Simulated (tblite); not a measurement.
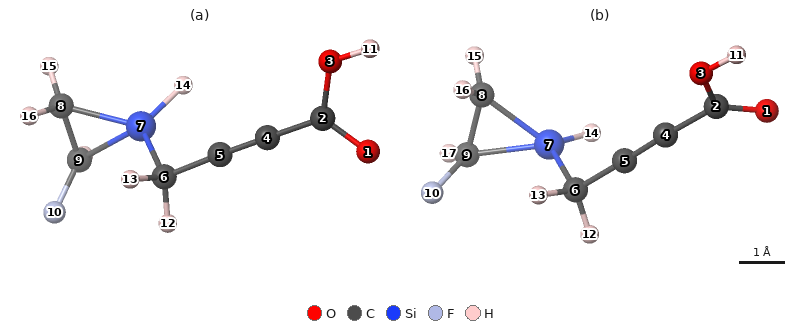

The structure of C6H7FO2Si before (left) and after (right) a relaxation, at one scale.

The picture is a ball-and-stick view, seen at a tilt.

Level of theory: tblite, GFN2-xTB geometry optimisation, gas phase. 

Question: Describe what moved and what it gained.

Answer: The energy falls by 77.7 kJ/mol in 222 geometry steps. H14 moves most after the best rigid fit: 1.34 Å. Largest moves by element: H 1.34 Å, O 1.01 Å, F 0.87 Å, Si 0.57 Å, C 0.53 Å. Among the contacts that change: C2–O3 1.413 → 1.343 Å, C6–Si7 1.847 → 1.909 Å, O1–C2 1.257 → 1.205 Å, O3–H11 1.015 → 0.970 Å. Among the angles between lasting bonds that change: C2–O3–H11 121.3° → 109.7°, O3–C2–C4 122.8° → 112.0°, Si7–C9–H17 116.2° → 124.5°. Groups turn about C6–Si7 by about 45°.
